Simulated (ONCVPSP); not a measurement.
## Run report: Mo, pseudopotential generation

System: molybdenum (Mo, Z = 42), core [Ar] 3d10, reference valence 4s2 4p6 4d5 5s1, valence charge 14.
Method: ONCV potential, PBE, scalar-relativistic, made with ONCVPSP 4.0.1.

### Results in brief

- outcome: generated
- cutoffs needed: 23 Ha and 29 Ha (the cutoffs at which the residual kinetic energy of the hardest occupied pseudo-wave falls to 1 and 0.1 mHa per electron)
- ghost test: no bound ghost flagged; no localised positive-energy state flagged (flags above 300 eV left out)
- largest excitation error: +57 meV (all-electron minus pseudo) for 4s2 4p6 4d3 5s0, out of 4 test configurations
- rms error of d²Exc/dni dnj: 3.18 mHa without and 1.17 mHa with the model core
- range over which the phases arctan(r R′/R) at the test radius agree within 0.05 rad (a looser test near the poles than one of phase shifts): s: over the whole range computed; p: over the whole range computed; d: up to about 0.9 Ha; f: not judged, local potential alone
- hardware: 1 CPU thread, shared host
- wall time: 6.5 s

### Notes

Warnings of the program, in the generation or the tests: wellstate: negative energy specified for n= 5 l= 1.

### Input file
```
# ATOM AND REFERENCE CONFIGURATION
# atsym  z   nc   nv     iexc    psfile
  Mo 42.00    6    4        4      upf
#
#   n    l    f
    1    0    2.00
    2    0    2.00
    2    1    6.00
    3    0    2.00
    3    1    6.00
    3    2   10.00
    4    0    2.00
    4    1    6.00
    4    2    5.00
    5    0    1.00
#
# PSEUDOPOTENTIAL AND OPTIMIZATION
# lmax
    2
#
#   l,   rc,      ep,       ncon, nbas, qcut
    0    1.85    0.00    3    6    6.40
    1    1.60    0.00    4    8    8.60
    2    2.65    0.00    4    9    6.20
#
# LOCAL POTENTIAL
# lloc, lpopt,  rc(5),   dvloc0
    4    5    1.50    0.00
#
# VANDERBILT-KLEINMAN-BYLANDER PROJECTORs
# l, nproj, debl
    0    2    2.90
    1    2    1.20
    2    2    2.40
#
# MODEL CORE CHARGE
# icmod, fcfact, rcfact
    3    1.75    1.15
#
# LOG DERIVATIVE ANALYSIS
# epsh1, epsh2, depsh
   -4.00    5.00    0.02
#
# OUTPUT GRID
# rlmax, drl
    6.00    0.01
#
# TEST CONFIGURATIONS
# ncnf
    4
# nvcnf
#   n    l    f
    4
    4    0    2.00
    4    1    6.00
    4    2    5.00
    5    0    0.00
#
    4
    4    0    2.00
    4    1    6.00
    4    2    4.00
    5    0    0.00
#
    4
    4    0    2.00
    4    1    6.00
    4    2    3.00
    5    0    0.00
#
    5
    4    0    2.00
    4    1    6.00
    4    2    5.00
    5    0    0.00
    5    1    1.00
#
```

Command:
```bash
oncvpsp.x < Mo.dat > Mo.out
```

### Log (extracts)
```
ONCVPSP  (Optimized Norm-Conservinng Vanderbilt PSeudopotential)
scalar-relativistic version 4.0.1

#   n    l    f        energy (Ha)
    1    0    2.00    -7.2847040E+02
    2    0    2.00    -1.0288456E+02
    2    1    6.00    -9.1975058E+01
    3    0    2.00    -1.7512271E+01
    3    1    6.00    -1.3936975E+01
    3    2   10.00    -8.1208295E+00
    4    0    2.00    -2.3647141E+00
    4    1    6.00    -1.4143201E+00
    4    2    5.00    -1.3792070E-01
    5    0    1.00    -1.5018184E-01

Reference configufation results
  iterations    29
  all-electron total energy (Ha)   -4.04861934D+03

Begin loop to  construct optimized pseudo wave functions
and semi-local pseudopoentials for all angular momenta

Calculating optimized projector #   1

 for l=   0

    Fraction of norm inside rc  0.958303
    Optimizing pswf for qcut=   6.40 a_B^-1,  ecut=  20.49 Ha
    Residual kinetic energy error=  4.53D-06 Ha

    Energy error per electron        Cutoff
         Ha          eV             Ha
         0.01000     0.27211        8.99
         0.00100     0.02721       13.62
         0.00010     0.00272       16.59
         0.00001     0.00027       19.66

Calculating optimized projector #   2

 for l=   0

    Fraction of norm inside rc  0.058104
    Optimizing pswf for qcut=   6.40 a_B^-1,  ecut=  20.49 Ha
    Residual kinetic energy error=  2.86D-06 Ha

    Energy error per electron        Cutoff
         Ha          eV             Ha
         0.01000     0.27211        3.89
         0.00100     0.02721       12.29
         0.00010     0.00272       16.09
         0.00001     0.00027       19.09

WARNING wellstate: negative energy specified for n= 5 l=  1
WARNING scattering state with energy  0.25000000
WARNING will be used for the first projector

   Wellstate for l =  1  n =  5
     eigenvalue =   0.2500
     asymptotic potential =   0.7500
     half-point radius =  3.8686

Calculating optimized projector #   1

 for l=   1

    Fraction of norm inside rc  0.808116
    Optimizing pswf for qcut=   8.61 a_B^-1,  ecut=  37.09 Ha
    Residual kinetic energy error=  8.45D-07 Ha

    Energy error per electron        Cutoff
         Ha          eV             Ha
         0.01000     0.27211        9.90
         0.00100     0.02721       23.38
         0.00010     0.00272       29.11
         0.00001     0.00027       33.05

Calculating optimized projector #   2

 for l=   1

    Fraction of norm inside rc  0.075108
    Optimizing pswf for qcut=   8.61 a_B^-1,  ecut=  37.09 Ha
    Residual kinetic energy error=  7.73D-07 Ha

    Energy error per electron        Cutoff
         Ha          eV             Ha
         0.01000     0.27211        7.99
         0.00100     0.02721       20.33
         0.00010     0.00272       27.78
         0.00001     0.00027       32.65

   Wellstate for l =  2  n =  7
     eigenvalue =   2.2621
     asymptotic potential =   2.7621
     half-point radius =  5.1245

Calculating optimized projector #   1

 for l=   2

    Fraction of norm inside rc  0.795002
    Optimizing pswf for qcut=   6.20 a_B^-1,  ecut=  19.24 Ha
    Residual kinetic energy error=  1.44D-07 Ha

    Energy error per electron        Cutoff
         Ha          eV             Ha
         0.01000     0.27211       10.17
         0.00100     0.02721       12.77
         0.00010     0.00272       15.01
         0.00001     0.00027       16.54

Calculating optimized projector #   2

 for l=   2

    Fraction of norm inside rc  0.197729
    Optimizing pswf for qcut=   6.20 a_B^-1,  ecut=  19.24 Ha
    Residual kinetic energy error=  5.70D-06 Ha

    Energy error per electron        Cutoff
         Ha          eV             Ha
         0.01000     0.27211       11.90
         0.00100     0.02721       14.74
         0.00010     0.00272       16.81
         0.00001     0.00027       19.56

Construct Vanderbilt / Kleinmman-Bylander projectors

B matrix Hermiticity error, ll=   0
   1   2    1.8470E-04

  Orthonormal projector coefficients  6.4409E+00  1.0861E+00

B matrix Hermiticity error, ll=   1
   1   2    1.7507E-04

  Orthonormal projector coefficients  5.1571E+00  6.2559E-01

B matrix Hermiticity error, ll=   2
   1   2    1.1356E-04

  Orthonormal projector coefficients  1.2391E+01 -5.1529E-01

Model core correction analysis
  based on d2Exc/dn_idn_j

d2excae - all-electron derivatives

   -3.422041D-02   -3.019414D-02   -1.491491D-02   -1.785671D-03
   -3.019437D-02   -2.833954D-02   -1.654481D-02   -2.282650D-03
   -1.491511D-02   -1.654491D-02   -1.787480D-02   -1.123447D-02
   -1.785472D-03   -2.282057D-03   -1.123160D-02   -2.759604D-02

d2excps - pseudofunction derivatives with no core correction

   -4.571387D-02   -3.308024D-02   -1.391258D-02   -2.873576D-03
   -3.308111D-02   -3.117294D-02   -1.672164D-02   -2.541428D-03
   -1.391262D-02   -1.672171D-02   -1.881056D-02   -1.119230D-02
   -2.874543D-03   -2.540885D-03   -1.118946D-02   -2.763129D-02

rms 2nd derivative error    3.184403E-03

rmatch, rhocmatch    0.7621   10.6614

Teter function model core charge with specified parameters

d2excps - pseudofunction derivatives with core correction

   -3.772301D-02   -3.117679D-02   -1.368074D-02   -2.219473D-03
   -3.117707D-02   -3.014662D-02   -1.656853D-02   -2.397573D-03
   -1.368087D-02   -1.656861D-02   -1.880389D-02   -1.117314D-02
   -2.219339D-03   -2.397012D-03   -1.117030D-02   -2.757767D-02

rms 2nd derivative error    1.166903E-03

Pseudoatom total energy  -67.848389

Diagnostic tests using Vanderbilt-Kleinman-Bylander pseudopotentials
  1 or more projectors used as specified by nproj input data

   l    rcore       rmatch      e in        delta e   norm test  slope test

   0   1.8581646   1.9145825  -2.3647141   0.0000062   1.0001516   1.0001424
   0   1.8581646   1.9145825  -0.1501818   0.0000036   1.0000399   1.0000186

   1   1.6000541   1.6486352  -1.4143201  -0.0000038   1.0001131   1.0001286
   1   1.6000541   1.6486352   0.2500000   0.0000149   1.0002961   1.0002961

   2   2.6604985   2.7412770  -0.1379207  -0.0000004   1.0000032   1.0000066
   2   2.6604985   2.7412770   2.2620793   0.0000080   1.0000233   1.0000233

 Testing for bound ghosts
   n   l    E NL Schr. Eq   E Basis Diag.   E Cutoff

   1   0       -2.364708       -2.364711     37.32
   2   0       -0.150178       -0.102729     37.32

   2   1       -1.414324       -1.414274    118.44

   3   2       -0.137921       -0.137508     62.67

 Testing for highly-localized positive-energy ghosts
       l    <radius>/rc     E Basis Diag.   E Cutoff

       2        0.426304       22.415851     62.67  WARNING - GHOST(+)

Test configuration 0

   n   l     f        eae           eps        diff
   1   0  2.0000 -728.47039780
   2   0  2.0000 -102.88456092
   2   1  6.0000  -91.97505839
   3   0  2.0000  -17.51227143
   3   1  6.0000  -13.93697492
   3   2 10.0000   -8.12082945
   4   0  2.0000   -2.36471407   -2.36470787    6.21D-06
   4   1  6.0000   -1.41432009   -1.41432385   -3.76D-06
   4   2  5.0000   -0.13792070   -0.13792109   -3.93D-07
   5   0  1.0000   -0.15018184   -0.15017821    3.63D-06

    Total energies and differences
      AE_ref= -4.04861934D+03  AE_tst= -4.04861934D+03  dif=  0.00D+00
      PS_ref= -6.78483895D+01  PS_tst= -6.78483895D+01  dif= -6.54D-13
      PSP excitation error=  6.54D-13

Test configuration 1

   n   l     f        eae           eps        diff
   1   0  2.0000 -728.71926635
   2   0  2.0000 -103.12951684
   2   1  6.0000  -92.22026278
   3   0  2.0000  -17.75824307
   3   1  6.0000  -14.18292710
   3   2 10.0000   -8.36647840
   4   0  2.0000   -2.61340332   -2.61535370   -1.95D-03
   4   1  6.0000   -1.66434364   -1.66523329   -8.90D-04
   4   2  5.0000   -0.38270971   -0.38307250   -3.63D-04

    Total energies and differences
      AE_ref= -4.04861934D+03  AE_tst= -4.04836612D+03  dif=  2.53D-01
      PS_ref= -6.78483895D+01  PS_tst= -6.75951301D+01  dif=  2.53D-01
      PSP excitation error= -4.30D-05

Test configuration 2

   n   l     f        eae           eps        diff
   1   0  2.0000 -729.15509199
   2   0  2.0000 -103.56975447
   2   1  6.0000  -92.66017218
   3   0  2.0000  -18.19629598
   3   1  6.0000  -14.62097519
   3   2 10.0000   -8.80496008
   4   0  2.0000   -3.04115194   -3.04137255   -2.21D-04
   4   1  6.0000   -2.08554804   -2.08560317   -5.51D-05
   4   2  4.0000   -0.76537044   -0.76486596    5.04D-04

    Total energies and differences
      AE_ref= -4.04861934D+03  AE_tst= -4.04779792D+03  dif=  8.21D-01
      PS_ref= -6.78483895D+01  PS_tst= -6.70267998D+01  dif=  8.22D-01
      PSP excitation error= -1.71D-04

Test configuration 3

   n   l     f        eae           eps        diff
   1   0  2.0000 -729.67518224
   2   0  2.0000 -104.09668637
   2   1  6.0000  -93.18668284
   3   0  2.0000  -18.71737570
   3   1  6.0000  -15.14202315
   3   2 10.0000   -9.32684735
   4   0  2.0000   -3.53901479   -3.53448959    4.53D-03
   4   1  6.0000   -2.57322110   -2.56956578    3.66D-03
   4   2  3.0000   -1.20928239   -1.20451627    4.77D-03

    Total energies and differences
      AE_ref= -4.04861934D+03  AE_tst= -4.04681509D+03  dif=  1.80D+00
      PS_ref= -6.78483895D+01  PS_tst= -6.60462262D+01  dif=  1.80D+00
      PSP excitation error=  2.08D-03

Test configuration 4

   n   l     f        eae           eps        diff
   1   0  2.0000 -728.52007829
   2   0  2.0000 -102.93243705
   2   1  6.0000  -92.02299958
   3   0  2.0000  -17.56086872
   3   1  6.0000  -13.98555348
   3   2 10.0000   -8.16925317
   4   0  2.0000   -2.41482968   -2.41607340   -1.24D-03
   4   1  6.0000   -1.46494492   -1.46547886   -5.34D-04
   4   2  5.0000   -0.18489787   -0.18504541   -1.48D-04
   5   1  1.0000   -0.06408568   -0.06407155    1.41D-05

    Total energies and differences
      AE_ref= -4.04861934D+03  AE_tst= -4.04850393D+03  dif=  1.15D-01
      PS_ref= -6.78483895D+01  PS_tst= -6.77329376D+01  dif=  1.15D-01
      PSP excitation error= -3.94D-05
```

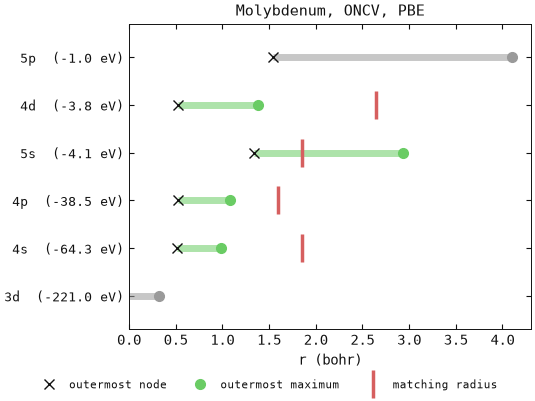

Fig. 1: Outer shells of the all-electron reference atom: each bar runs from the outermost node (or the nucleus) to the outermost maximum of u(r); the tick is the radius chosen for the pseudo-wave. Shells without a tick have no pseudo-wave of their own. Levels, nodes and maxima are from ld1.x, scalar-relativistic.

- Radii against the shells: 4s: 1.85 bohr, outside the maximum; 4p: 1.60 bohr, outside the maximum; 5s: 1.85 bohr, between node and maximum; 4d: 2.65 bohr, outside the maximum.

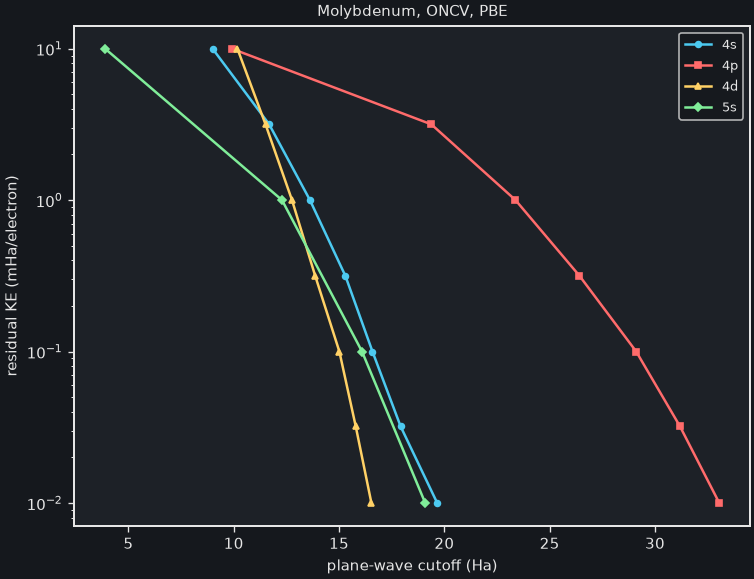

Fig. 2: Residual kinetic energy of the pseudo-waves (the first of each channel, and further valence shells) beyond the plane-wave cutoff, as the generator prints it.

- Cutoffs for the occupied states: 23 Ha for 1 mHa and 29 Ha for 0.1 mHa per electron. The first is set by 4p.
- Hardest wave at 1 mHa per electron: 4p, with rc = 1.60 bohr and qcut = 8.6 1/bohr. The optimisation minimises, but can't always remove, the kinetic energy above qcut²/2 = 37.0 Ha, and a larger rc would as a rule soften the wave at some cost in transferability.
- Cutoffs for 1 mHa per electron: 4p: 23 Ha; 4s: 14 Ha; 4d: 13 Ha; 5s: 12 Ha.

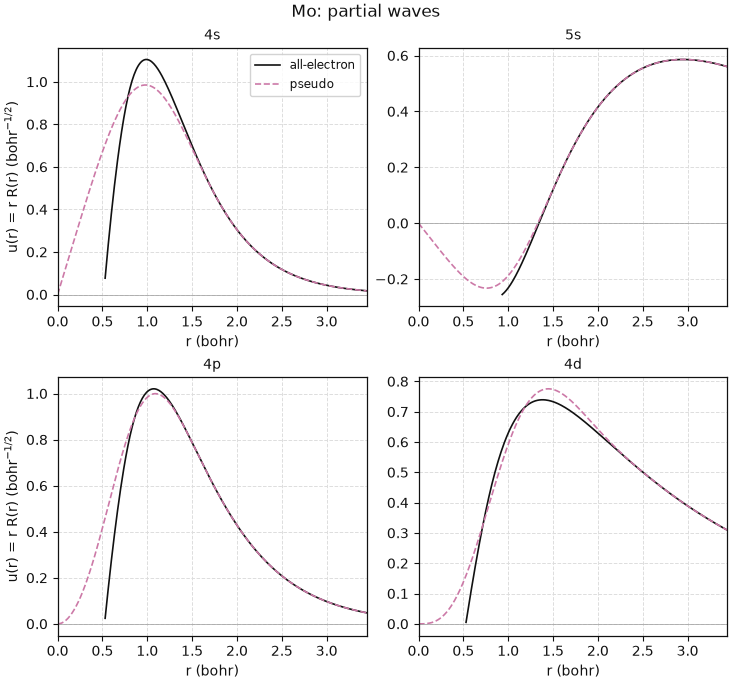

Fig. 3: Pseudo-waves (dashed) against the all-electron radial functions (solid). The innermost oscillations of some all-electron curves aren't drawn. Reference configuration 4s2 4p6 4d5 5s1.

- Matching radii: 4s at 1.85 bohr; 5s at 1.85 bohr; 4p at 1.60 bohr; 4d at 2.65 bohr. The curves merge smoothly, so the plot gives these only roughly.
- Nodes of the pseudo-waves: 4s has no node; 5s has a node at about 1.3 bohr; 4p has no node; 4d has no node. A node in 5s is expected, since a lower shell of the same l is also in the valence and the two must stay orthogonal.
- Cutoffs needed: 23 Ha (loose) and 29 Ha (tight), as the cutoffs at which the residual kinetic energy of the hardest occupied pseudo-wave falls to 1 and 0.1 mHa per electron.
